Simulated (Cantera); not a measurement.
Feed: 1 mol CO, 31 mol H₂, 0.63 mol N₂, 1.9 mol H₂O, equilibrated at 0.170 bar.

Equilibrium computed with Cantera from the NASA thermochemical tables; the gas is ideal and each condensed phase is pure. Candidate condensed phases: C, C₆H₆, C₇H₈, C₈H₁₈, H₂O; 136 gas species. The numbers say what is thermodynamically allowed, not how fast it happens.

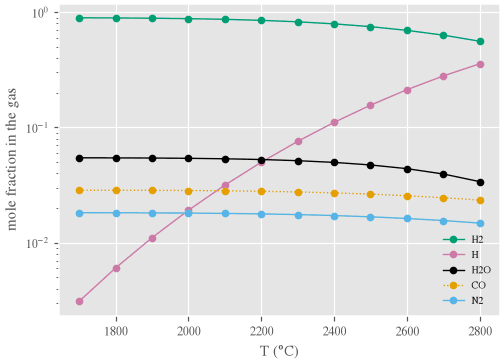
Equilibrium gas composition (values under 1e-9 drawn at 1e-9)

From 1700 °C to 2800 °C nothing is condensed. The main C-bearing gas is CO throughout.
